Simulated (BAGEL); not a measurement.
**GeHF (SMILES [F][GeH]): B3LYP/6-31G(d) (density fitting with qzvpp-jkfit, spherical functions)**

What is the energy change on altering one bond length of GeHF at B3LYP/6-31G* (density fitting with qzvpp-jkfit, spherical functions)? 

The results are computed with BAGEL 1.2.2.

6 further runs of the same task are left out: 6 that didn't finish.

### Step 1. The system as given

GeHF has 3 atoms, charge 0, and is taken as a singlet. SMILES: `[F][GeH]`. The coordinates come from a PBE0-D4/def2-TZVP relaxation.

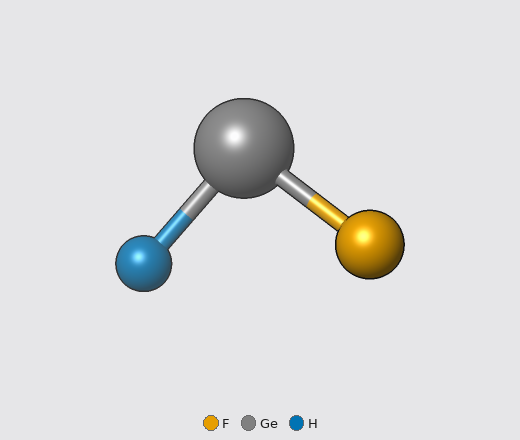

Viewed from a chosen angle; fluorine amber, germanium grey, hydrogen blue.

### Step 2. The energy at B3LYP/6-31G(d) (density fitting with qzvpp-jkfit, spherical functions)

dft.json

```json
{ "bagel" : [

{
  "title" : "molecule",
  "basis" : "6-31gs.json",
  "df_basis" : "qzvpp-jkfit",
  "angstrom" : "true",
  "geometry" : [
    { "atom" : "F", "xyz" : [    0.672100,    1.012600,    0.469700 ] },
    { "atom" : "Ge", "xyz" : [   -0.657900,    0.195200,   -0.335600 ] },
    { "atom" : "H", "xyz" : [   -0.025200,   -1.272700,   -0.147400 ] }
  ]
},
{
  "title" : "ks",
  "xc_func" : "b3lyp",
  "charge" : 0
},
{
  "title" : "print",
  "file" : "orbitals.molden",
  "orbitals" : "true"
}

]}
```

The basis set 6-31G* is read from a file made from the Basis Set Exchange's data (not shown).

The run is started by

```bash
$ BAGEL_NUM_THREADS=1 BAGEL dft.json > dft.out
```

What it wrote:

```text
* using 1 threads per process

  ===============================================================
  ===============================================================

  *** Geometry ***

  { "atom" : "F", "xyz" : [      1.270085,      1.913537,      0.887604 ] },
  { "atom" : "Ge", "xyz" : [     -1.243251,      0.368875,     -0.634192 ] },
  { "atom" : "H", "xyz" : [     -0.047621,     -2.405054,     -0.278546 ] },

  Number of auxiliary basis functions:      361

  Since a DF basis is specified, we compute 2- and 3-index integrals:
    o Being stored without compression. Storage requirement is 0.007 GB

  Number of basis functions:       48
  Number of electrons      :       42

    * METHOD: MOLECULE                             0.11

  *** Kohn-Sham DFT ***

    * Removing 3245 points whose weight is below 1.00e-10
    * Grid points: 41473

  === Nuclear Repulsion ===
    99.2126403574

       - DIIS with orbital gradients will be used.

  === KS iteration (b3lyp / 6-31gs.json) ===
      0      -2101.62896440          0.15656377           0.09
      1      -1876.17841478          0.47585747           0.08
      2      -2102.58123488          0.16197317           0.08
      3      -2080.59846899          0.37356718           0.08
      4      -2101.84909483          0.31295311           0.08
      5      -2167.10464006          0.30172466           0.08
      6      -2140.88856547          0.50170436           0.08
      7      -2097.35834841          0.28783859           0.08
      8      -2133.80319585          0.27795912           0.08
      9      -2175.43153776          0.10651999           0.08
     10      -2166.51827933          0.15304355           0.08
     11      -2177.02369787          0.03254476           0.08
     12      -2177.19344775          0.00592235           0.08
     13      -2177.20055853          0.00378590           0.08
     14      -2177.20287590          0.00131340           0.08
     15      -2177.20315102          0.00025281           0.08
     16      -2177.20316203          0.00002305           0.08
     17      -2177.20316218          0.00000588           0.08
     18      -2177.20316219          0.00000280           0.08
     19      -2177.20316219          0.00000020           0.08
     20      -2177.20316219          0.00000007           0.08
     21      -2177.20316219          0.00000001           0.08
    * SCF iteration converged.

    * Permanent dipole moment:
           (    0.488547,     0.311256,     0.296964) a.u.

    * METHOD: KS                                   1.81

    * METHOD: PRINT                                0.01

  ===============================================================
```

Run time: 2.1 s. Hardware: 1 thread of Arm Neoverse V1, shared host; peak memory 0.14 GiB.

### Step 3. The distorted shape, same level

job.json

```json
{ "bagel": [

{
  "title": "molecule",
  "basis": "6-31gs.json",
  "df_basis": "qzvpp-jkfit",
  "angstrom": "true",
  "geometry": [
    { "atom": "F", "xyz": [       2.268129,       1.993498,       1.436077 ] },
    { "atom": "Ge", "xyz": [      -0.657900,       0.195200,      -0.335600 ] },
    { "atom": "H", "xyz": [      -0.025200,      -1.272700,      -0.147400 ] }
  ]
},

{ "title": "ks", "xc_func": "b3lyp" },

{ "title": "print", "file": "orbitals.molden", "orbitals": "true" }

]}
```

The basis set 6-31G* is read from a file made from the Basis Set Exchange's data (not shown).

The run is started by

```bash
$ BAGEL_NUM_THREADS=1 BAGEL job.json > job.out
```

What it wrote:

```text
* using 1 threads per process

  ===============================================================
  ===============================================================

  *** Geometry ***

  { "atom" : "F", "xyz" : [      4.286143,      3.767165,      2.713792 ] },
  { "atom" : "Ge", "xyz" : [     -1.243251,      0.368875,     -0.634192 ] },
  { "atom" : "H", "xyz" : [     -0.047621,     -2.405054,     -0.278546 ] },

  Number of auxiliary basis functions:      361

  Since a DF basis is specified, we compute 2- and 3-index integrals:
    o Being stored without compression. Storage requirement is 0.007 GB

  Number of basis functions:       48
  Number of electrons      :       42

    * METHOD: MOLECULE                             0.10

  *** Kohn-Sham DFT ***

    * Removing 2124 points whose weight is below 1.00e-10
    * Grid points: 42594

  === Nuclear Repulsion ===
    51.0670517767

       - DIIS with orbital gradients will be used.

  === KS iteration (b3lyp / 6-31gs.json) ===
      0      -2093.36860926          0.11972716           0.10
      1      -1808.64745928          0.19723543           0.08
      2      -2094.97510778          0.14545262           0.08
      3      -2161.10099956          0.14858878           0.08
      4      -2174.51851534          0.09846736           0.08
      5      -2163.76187590          0.07182441           0.08
      6      -2175.05335430          0.08309806           0.08
      7      -2163.65095122          0.14180324           0.08
      8      -2174.43292122          0.08032260           0.08
      9      -2174.01199862          0.08687384           0.08
     10      -2173.69590316          0.08982711           0.08
     11      -2150.92061915          0.06324572           0.08
     12      -2126.40179304          0.19662936           0.08
     13      -2164.23573867          0.11748272           0.08
     14      -2160.52969817          0.08222537           0.08
     15      -2165.61280598          0.11978930           0.08
[... 29 lines of this table left out ...]
     45      -2177.00723748          0.00000450           0.08
     46      -2177.00723755          0.00000579           0.08
     47      -2177.00723756          0.00000132           0.08
     48      -2177.00723756          0.00000056           0.08
     49      -2177.00723756          0.00000006           0.08
     50      -2177.00723756          0.00000003           0.08
     51      -2177.00723756          0.00000001           0.08
     52      -2177.00723756          0.00000000           0.08
    * SCF iteration converged.

    * Permanent dipole moment:
           (    2.368867,     1.564088,     1.445678) a.u.

    * METHOD: KS                                   4.35

    * METHOD: PRINT                                0.01

  ===============================================================
```

It took 4.8 s on 1 thread of Arm Neoverse V1, shared host; peak memory 0.15 GiB.

### Step 4. Outcome

At B3LYP/6-31G* (density fitting with qzvpp-jkfit, spherical functions):

```
                                                          quantity           value
                                         first shape: total energy  -2177.20316 Eh
                                        first shape: dipole moment          1.65 D
                                          first shape: HOMO energy        -6.90 eV
                                          first shape: LUMO energy        -2.93 eV
                                        first shape: HOMO–LUMO gap         3.97 eV
                                     distorted shape: total energy  -2177.00724 Eh
                                    distorted shape: dipole moment          8.10 D
                                      distorted shape: HOMO energy        -6.20 eV
                                      distorted shape: LUMO energy        -5.02 eV
                                    distorted shape: HOMO–LUMO gap         1.18 eV
energy change with the F1–Ge2 bond stretched from 1.757 to 3.865 Å        5.331 eV
```

**Reading.** One bond (distorted shape) is far stretched, which a spin-restricted single reference describes badly; a broken-symmetry solution may lie lower. With the F1–Ge2 bond stretched from 1.757 to 3.865 Å the energy rises by 5.33 eV (123 kcal/mol). The first shape isn't relaxed at this level, so the change isn't measured from a minimum. A restricted reference can't describe the breaking bond well at this length.
